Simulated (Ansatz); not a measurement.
## Electronic structure of Ge₉H₁₆N (charge −1) in real space

The calculation's input:

```
crystal:
  periodic: [false, false, false]
  atoms:
    - {symbol: Ge, position_ang: [-0.054684, -3.311405, -0.030134]}
    - {symbol: Ge, position_ang: [0.027382, -0.159366, -2.660021]}
    - {symbol: Ge, position_ang: [-2.665554, -0.135798, 0.057175]}
    - {symbol: Ge, position_ang: [0.452068, 0.155637, 2.715852]}
    - {symbol: Ge, position_ang: [-0.054527, 2.788313, -0.051026]}
    - {symbol: Ge, position_ang: [2.725827, 0.167513, 0.405472]}
    - {symbol: Ge, position_ang: [-1.380908, -1.674459, -1.349430]}
    - {symbol: N, position_ang: [1.704745, -0.703314, 1.669845]}
    - {symbol: Ge, position_ang: [1.417913, 1.318136, -1.310400]}
    - {symbol: Ge, position_ang: [-1.284101, 1.315429, 1.443604]}
    - {symbol: H, position_ang: [0.277069, -4.137631, -1.349212]}
    - {symbol: H, position_ang: [-1.368794, -4.144074, 0.312420]}
    - {symbol: H, position_ang: [1.002298, -0.949287, -3.572459]}
    - {symbol: H, position_ang: [-0.745505, 0.779245, -3.627110]}
    - {symbol: H, position_ang: [-3.603011, -0.903550, 1.025532]}
    - {symbol: H, position_ang: [-3.605539, 0.825187, -0.723570]}
    - {symbol: H, position_ang: [-0.144344, -0.896902, 3.675363]}
    - {symbol: H, position_ang: [1.221575, 1.205893, 3.556333]}
    - {symbol: H, position_ang: [-0.999379, 3.594259, -0.975866]}
    - {symbol: H, position_ang: [0.761367, 3.837493, 0.746134]}
    - {symbol: H, position_ang: [3.687202, -0.874891, -0.207764]}
    - {symbol: H, position_ang: [3.567512, 1.221808, 1.168451]}
    - {symbol: H, position_ang: [-2.459225, -2.074001, -2.415449]}
    - {symbol: H, position_ang: [1.303973, -1.581511, 1.280974]}
    - {symbol: H, position_ang: [2.368020, 2.170478, -2.198115]}
    - {symbol: H, position_ang: [-2.151383, 2.166789, 2.413412]}
basis:
  gaussian: {orbitals: def2-TZVP, fitting: {mean_field: def2-universal-jkfit}, initial_orbitals: start.molden}
total_charge: -1
hamiltonian: {xc: pbe0, dispersion: d4}
scf: {omitted_lower_state_checks: [starts]}
output: {orbitals: {seedname: orbitals}}
```

Launched as:

```sh
ansatz run in.yaml --threads 2 --pin off --events-out ev --progress --plain --max-ram 32768MiB --backend cuda --devices 0, --max-vram 18GiB
```

Geometry: r2SCAN-D4/def2-SVP.

Method: RKS PBE0-D4/def2-TZVP in Ansatz 0.2.0.

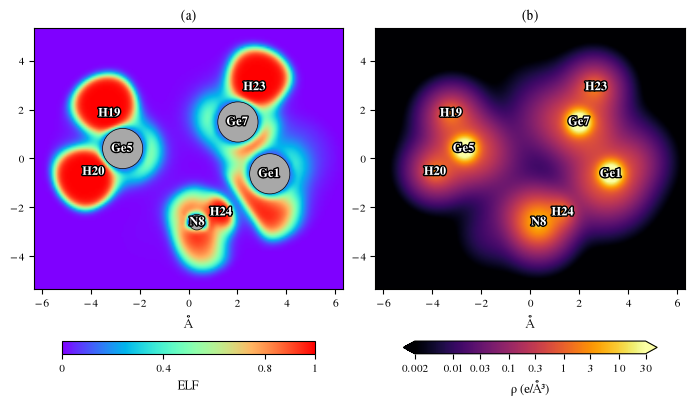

Figure 1. (a) electron localisation function; (b) total electron density on the plane of atoms Ge1, Ge7 and H23. Grey discs cover the atomic cores in the ELF map.

Q: Read the bonding off the picture.

A: The plane passes through Ge, N and H nuclei.
N–H (1.04 Å): ρ is about 2.8 e/Å³ halfway; the ELF climbs to about 1 towards the hydrogen, as it does in any bond to H (a covalent bond by its length).
Ge–Ge (2.49 Å): the density is about 0.49 e/Å³ at the midpoint; the ELF peaks at about 0.80 between the atoms (localised, covalent bonding).
Ge–H (1.55 Å): ρ is about 1 e/Å³ halfway; the ELF climbs to about 1 towards the hydrogen.
The ELF also peaks beside N8, away from the bonds: lone-pair regions.

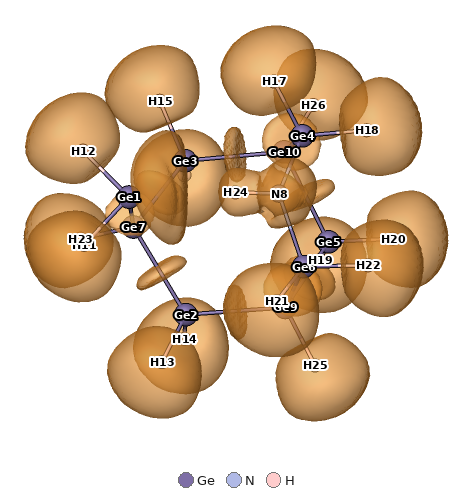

Figure 2. Isosurface of the electron localisation function at 0.75 (orange), seen at a tilt. Only the valence region is drawn (cores and ρ < 0.01 e/Å³ removed).

Q: What do the ELF domains correspond to?

A: The surface consists of nine regions between bonded Ge–Ge atoms (shared pairs), 15 regions around hydrogen nuclei, one lobe on Ge, pointing away from the bonds (lone pairs) and one joined region spread over several atoms (H, N), in which their bonds and any lone pairs are merged. Profiles from the grid: Ge–N (1.84 Å): the ELF peaks at about 0.85 in the valence shell of N, 0.6 Å from its nucleus, and is about 0.45 at the midpoint. Ge–Ge (2.43 Å): the ELF peaks at about 0.85 between the atoms: a shared electron pair.

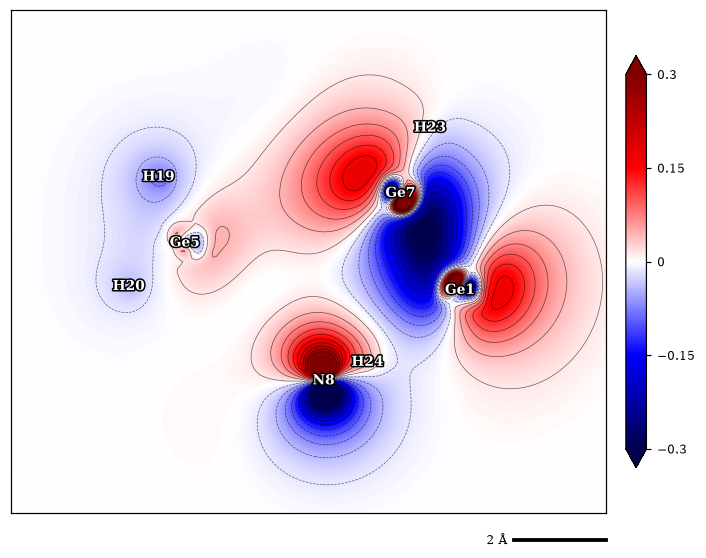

Figure 3. The HOMO−1 on the plane of atoms H19, Ge5 and H20 (values in Å⁻³ᐟ²; the overall sign is arbitrary).

Q: What is the character of this orbital?

A: It lies mainly on Ge7 (about 25 %), Ge1 (about 20 %), N8 (about 10 %), Ge2 (about 5 %) and Ge3 (about 5 %). Its energy is −3.39 eV.
